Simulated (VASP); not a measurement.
Band structure of CuAu (L1_0). Calculation: vdW-DF2, VASP's PBE PAW potentials (set 64) (plane waves; VASP 6.6.1).

Unless said otherwise, spin-orbit coupling is left out, though it shifts the bands of the heavy elements here.

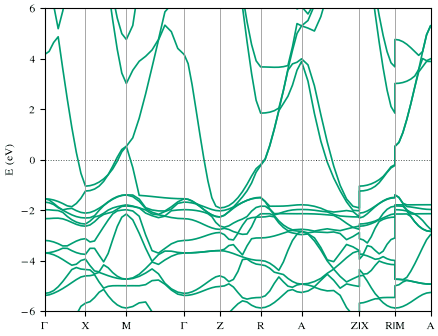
Figure: Bands along high-symmetry lines, zero at the valence-band maximum or, without a gap, the Fermi level

Question: Read the plot: is there a gap, and where are the band edges?

Answer: It has no gap at this level: it comes out as a metal or semimetal. (Edges off the drawn lines would not show.)

The compound is CuAu in the L1_0 structure. It was relaxed first, which changed the volume by +17 %.
